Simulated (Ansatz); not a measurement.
# TeI6: relaxing a made-up structure, part 2 of 2

Starting from a made-up structure for TeI6, the aim is the relaxed cell, its shortest contacts and, where a second run follows, its electronic structure.

Ansatz 0.2.0; DFT, r2SCAN, plane-wave PAW, files of the set soft_1, scalar-relativistic, no spin, cell and ions relaxed at zero pressure; PAW set soft_1 (the session's first sound run).

So far: The starting structure; Relaxing cell and atoms. The relaxed cell has a = 7.257, c = 18.835 Å (conventional setting).

## 3. Electronic structure of the relaxed cell

A second self-consistent run takes a narrower smearing and the mesh shown in its input; the bands follow along the standard path of the relaxed lattice.

This step: DFT, r2SCAN, plane-wave PAW, files of the set soft_1, scalar-relativistic, no spin, bands and density of states at the relaxed cell; PAW set soft_1 (Ansatz 0.2.0).

input.yaml

```yaml
crystal:
  lattice:
    - [3.6285283948, 2.0949318455, 6.2783711947]
    - [-3.6285283948, 2.0949318455, 6.2783711947]
    - [0.0, -4.189863691, 6.2783711947]
  atoms:
    - { symbol: I, position: [0.7502848843, 0.4181728871, 0.0969086468] }
    - { symbol: I, position: [0.5818271129, 0.9030913532, 0.2497151157] }
    - { symbol: I, position: [0.9030913532, 0.2497151157, 0.5818271129] }
    - { symbol: I, position: [0.2497151157, 0.5818271129, 0.9030913532] }
    - { symbol: I, position: [0.0969086468, 0.7502848843, 0.4181728871] }
    - { symbol: I, position: [0.4181728871, 0.0969086468, 0.7502848843] }
    - { symbol: Te, position: [0.0, 0.0, 0.0] }
kpoints:
  mp_grid: { grid: [6, 6, 6] }
  band_path:
    path:
      - [[0.0, 0.0, 0.0], [0.5, 0.0, 0.0], [0.5, 0.24089241, -0.24089241]]
      - [[0.75910759, 0.5, 0.24089241], [0.5, 0.5, 0.5], [0.0, 0.0, 0.0], [0.37044621, 0.0, -0.37044621]]
      - [[0.62955379, 0.37044621, 0.0], [0.5, 0.5, 0.0], [0.62955379, 0.62955379, 0.24089241], [0.5, 0.5, 0.5]]
      - [[0.5, 0.0, 0.0], [0.75910759, 0.37044621, 0.37044621]]
    npoints: 8
scf:
  occupations: { method: fermi_dirac, width: 0.03 }
  n_extra_bands: 11
hamiltonian:
  xc: r2scan
  pseudopotentials: { kind: paw, azcp: { folder: soft_1 } }
output:
  forces: true
  stress: true
  write_bands: true
  dos: { projected: true }
  write_density: true
  write_potential: true
  elf: true
  volumetric_format: npy
```

On the command line:

```
$ ansatz run input.yaml --threads 4 --pin off --max-ram 10240MiB --backend cpu --events-out ev --progress --plain --runs-dir out
```

Numbers of over 12 decimals in the logs are rounded to 6 here.

The log of the run:

```text
[...]
Crystal: 7 atoms, lattice volume = 286.351 Å³
Basis set: ecut = 500 eV, 7277 PW (Γ), exchange–correlation on 240×240×240 points (64 copies of the dense FFT grid, shifted against one another)
Bands: 70, of which v1, the nominal top of the filled ones, is band 59 counted from 1 (58 counted from 0)
Symmetry: 6 space group operations
[...]
k-points: 40 of 216
[...]
SCF iter   9: F=-52162.898300 eV  HF=-52162.898300 eV  |F-HF|=3.40e-9  |Δ(HF+E_count)|=   4.60e-8  Δρ=2.20e-6  dr2=1.71e-8  dr2_τ=4.86e-10  ethr=8.47e-11  ⟨swp⟩=10.0  Hψ=18181  notcnv=0
SCF 1 converged in 9 iterations: F = -52162.898300 eV  dr2 = 1.71e-8
[...]
NSCF: frozen V_eff on 76 k-points
SCF converged after 9 iterations
Free energy (F): -52162.898300 eV
[...]
Internal energy: -52162.853387 eV  (E = F + TS)
E sigma→0 (E₀):  -52162.875843 eV
Entropy (-TS):   -0.044913 eV (-6.416 meV/atom)
Fermi energy:    4.907999 eV
[...]
--- Forces (eV/Å), atoms counted from 1 ---
  atom   1  I      0.00494124    -0.00492438     0.00256414
  atom   2  I      0.00673526     0.00181705    -0.00256414
  atom   3  I     -0.00179402    -0.00674143    -0.00256414
  atom   4  I     -0.00494124     0.00492438    -0.00256414
  atom   5  I      0.00179402     0.00674143     0.00256414
  atom   6  I     -0.00673526    -0.00181705     0.00256414
  atom   7  Te     0.00000000     0.00000000    -0.00000000
  max |Σ_I F_I| component: 8.67e-19 eV/Å
--- Stress (GPa, compression-positive) ---
       -0.067144       0.000000       0.000000
       -0.000000      -0.067144       0.000000
        0.000000       0.000000      -0.073453
  P = ⅓ Tr σ = -0.0692 GPa (-0.692 kbar)
--- Band table (eV; the first three rows and the last of 40) ---
  k-point 0: bands = [... 55 lower, 4.6547, 4.6574, 4.9002, 4.9002, 5.1729, 7.0950, 7.0950, 7.0957, ... 7 higher]
  k-point 1: bands = [... 55 lower, 4.5582, 4.7744, 4.9245, 4.9902, 5.1706, 7.0722, 7.1067, 7.2115, ... 7 higher]
  k-point 2: bands = [... 55 lower, 4.4065, 4.7090, 4.8481, 4.8697, 5.0226, 7.0363, 7.2006, 7.5312, ... 7 higher]
  k-point 39: bands = [... 55 lower, 4.5940, 4.5940, 4.7339, 4.7371, 4.7371, 7.2966, 7.5105, 7.5105, ... 7 higher]
```

Run time: 61 s. Hardware: 4 threads of Arm Neoverse V2, shared host; peak memory 2.2 GiB; 3.9 min of CPU time.

The column dr2 measures how far the density is from self-consistency, as an energy; F and HF (Harris–Foulkes) agree once it is small.

Numbers from this step:

| Item | Value |
| --- | --- |
| free energy | -52162.8983 eV |
| energy at zero smearing | -52162.8758 eV |
| smearing term TS | 0.04491 eV |
| Fermi energy | 4.908 eV |
| pressure | -0.06925 GPa |

bands.tsv at the labelled points (eV, zero at the Fermi level; the bands that come nearest the Fermi level along the path):

```
point  band 56  band 57  band 58  band 59  band 60  band 61  band 62  band 63
    Γ    -0.25    -0.25    -0.01    -0.01     0.26     2.19     2.19     2.19
    L    -0.50    -0.38    -0.14    -0.05     0.00     2.11     2.33     2.82
   B1    -0.59    -0.49    -0.27    -0.22     0.07     2.33     2.45     2.62
    B    -0.59    -0.49    -0.27    -0.22     0.07     2.33     2.45     2.62
    Z    -0.31    -0.31    -0.17    -0.17    -0.17     2.39     2.60     2.60
    Γ    -0.25    -0.25    -0.01    -0.01     0.26     2.19     2.19     2.19
    X    -0.51    -0.46    -0.20    -0.10    -0.01     2.15     2.46     2.67
    Q    -0.51    -0.46    -0.20    -0.10    -0.01     2.15     2.46     2.67
    F    -0.65    -0.38    -0.11    -0.04     0.14     2.14     2.47     2.69
   P1    -0.66    -0.47    -0.28    -0.27     0.10     2.43     2.46     2.62
    Z    -0.31    -0.31    -0.17    -0.17    -0.17     2.39     2.60     2.60
    L    -0.50    -0.38    -0.14    -0.05     0.00     2.11     2.33     2.82
    P    -0.66    -0.47    -0.28    -0.27     0.10     2.43     2.46     2.62
```

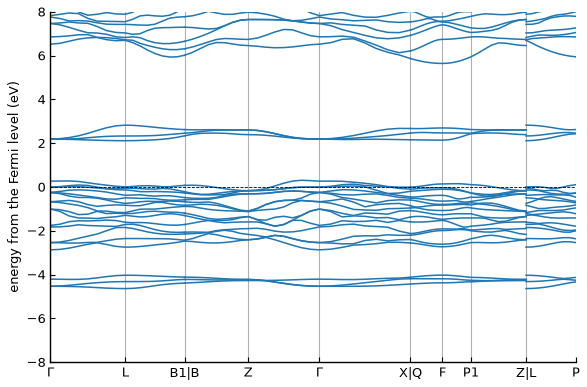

Bands along the path. 42 bands lie wholly below the window drawn.

Counts of states for the cell as run, both spins, by energy window (eV from the Fermi level):

```
from  to  total
  -8  -7   0.00
  -7  -6   0.00
  -6  -5   0.00
  -5  -4   6.00
  -4  -3   0.00
  -3  -2   6.07
  -2  -1   9.11
  -1   0  12.70
   0   1   2.12
   1   2   0.00
   2   3   6.00
   3   4   0.00
   4   5   0.00
   5   6   0.35
```

A further 84.0 states lie below the table's range.

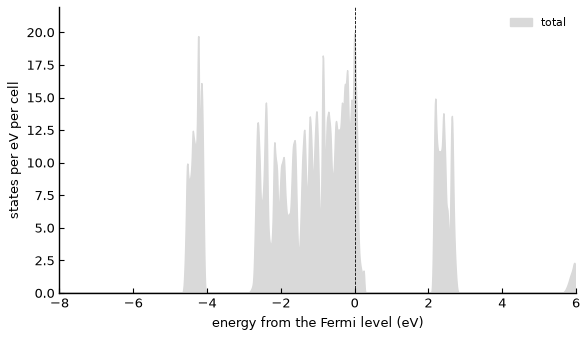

Total density of states, smoothed over about 0.04 eV.

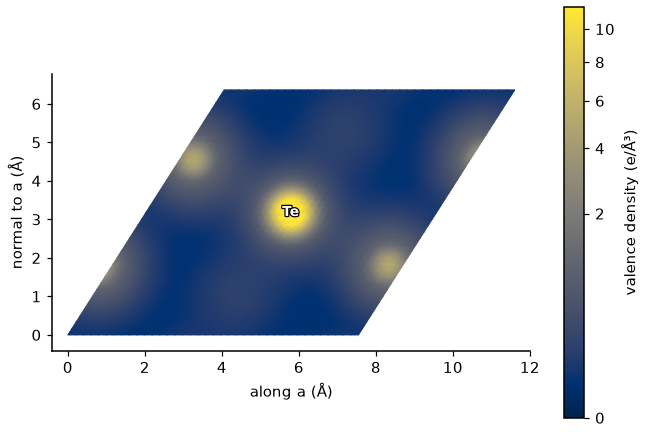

Valence density in the ac plane of the cell as run, not the conventional one, at fractional y = 0.000, with atoms of Te within 0.2 Å of it. It is the smooth field of the valence electrons, not physical close to the nuclei. The map starts off the cell's origin, so that atoms lie inside it. The colour scale is stretched toward low values.

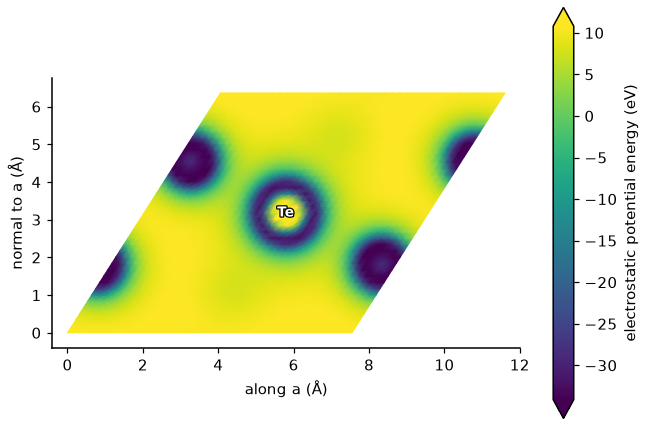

Electrostatic potential energy in the ac plane of the cell as run, not the conventional one, at fractional y = 0.000, with atoms of Te within 0.2 Å of it. With pseudopotentials it is smooth inside the atoms' cores, unlike the true potential. The map starts off the cell's origin, so that atoms lie inside it.

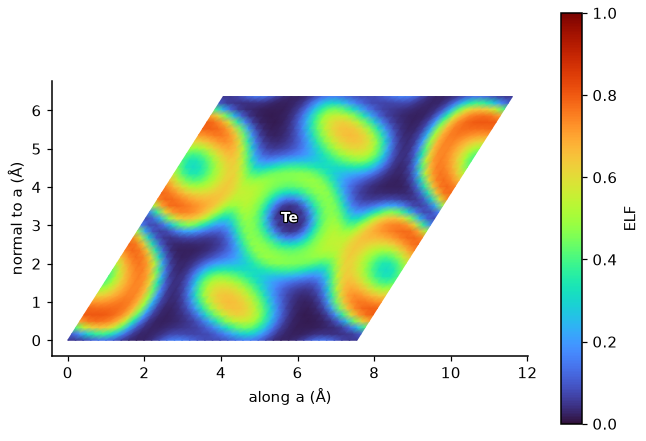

ELF in the ac plane of the cell as run, not the conventional one, at fractional y = 0.000, with atoms of Te within 0.2 Å of it. It is the smooth field of the valence electrons, not physical close to the nuclei. The map starts off the cell's origin, so that atoms lie inside it.

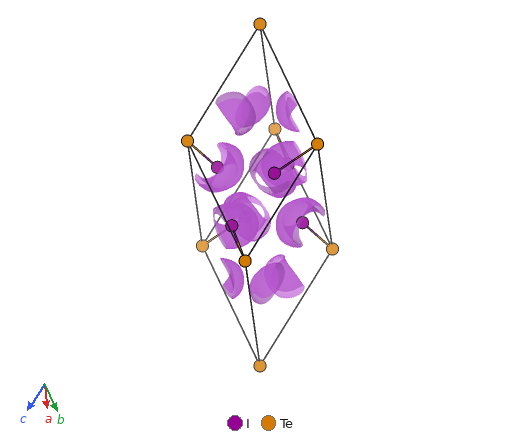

Surface of ELF = 0.74. Drawn on the cell as run, not the conventional one. Bonds to atoms that aren't drawn are left out.

## 4. Summary of results

```yaml
space_group_relaxed: R-3
conventional_cell: a = 7.257, b = 7.257, c = 18.835 Å; α = 90.0°, β = 90.0°, γ = 120.0°
volume_per_atom: 40.91 Å³ (guess 44.15)
```

TeI6 relaxes to R-3 with a = 7.257, b = 7.257 and c = 18.835 Å. The guessed volume was 8 % too large. The space group R-3 was held in the relaxation, so the end point is a stationary structure within it and may be a saddle against distortions or other arrangements. Bands cross the Fermi level, so it is a metal or semimetal at this level. Semilocal functionals can close a small real gap, so this isn't settled for compounds with anions. On the 6×6×6 mesh with the narrower smearing (relaxed on 5×5×5) the largest force component is 0.007 eV/Å and the largest stress component is 0.073 GPa, against the relaxation's thresholds of 0.015 eV/Å and 0.05 GPa. The cutoff wasn't tested. Spin-orbit coupling is left out, which can matter for elements this heavy. No dispersion term is used, so weakly bound directions may come out too long. Nothing here tests whether the compound is stable against decomposition.

[Logs are printed without paths, hosts, clocks, repeated set-up lines and the standing remarks that a program may print on its own settings, such as how far it seeks lower states.]

[Hosts, paths, dates, database ids (printed as entryN), source tags and the programs' standing remarks are cut or masked in the printed files.]
